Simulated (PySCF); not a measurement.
Input file:

```
{"job": {"kind": "epr", "basis": "pcH-1"}, "charge": 0, "multiplicity": 2}
B      1.798543    -0.248416    -0.048210
C      0.469325     0.141711    -0.007266
C     -0.615899     0.996063     0.088363
C     -0.973725    -0.392959    -0.145803
H      2.894799    -0.573845    -0.095693
H     -0.924188     1.827864     0.673054
H     -1.274908    -0.714007    -1.137728
H     -1.364890    -1.026998     0.648718
```

Launched as:

```sh
OMP_NUM_THREADS=1 python probes_run.py task.json out
```

Geometry: GFN2-xTB.

Method: PySCF, UKS B3LYP, pcH-1 on B C H, non-relativistic, mean-field spin-orbit, GIAO.

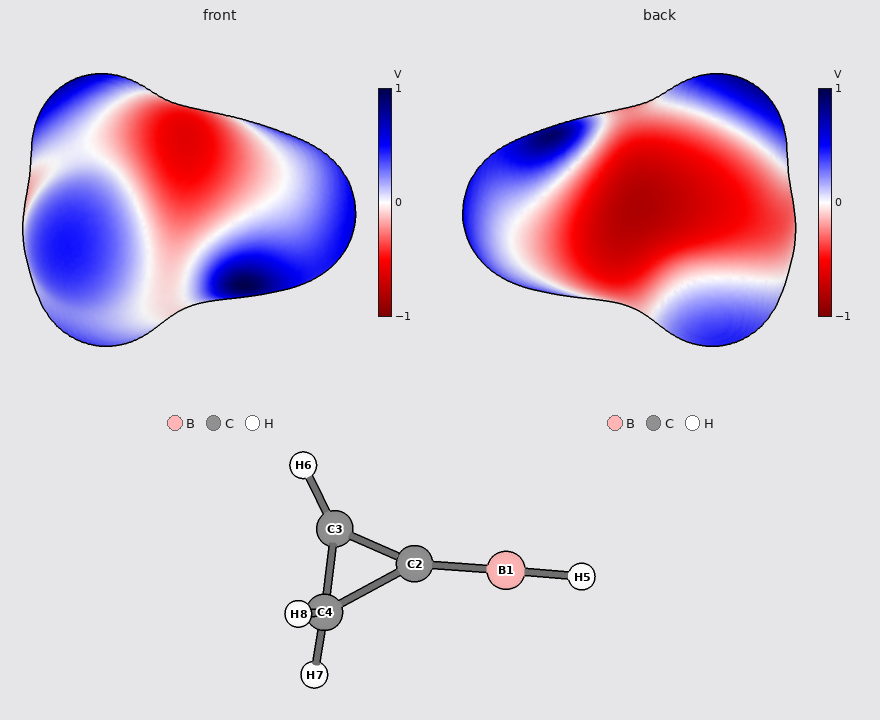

C₃H₄B (SMILES [BH]C1=CC1) (doublet). The electrostatic potential painted on the density surface at 0.001 e/bohr³, seen from the front and from behind; the colour scale runs from red (negative) to blue (positive). The bare structure is drawn below in the same view.

Where is the surface potential most negative and most positive?

Answer. The most negative region (about −0.8 V) lies over C2 and C3, the most positive (about +0.9 V) over B1.
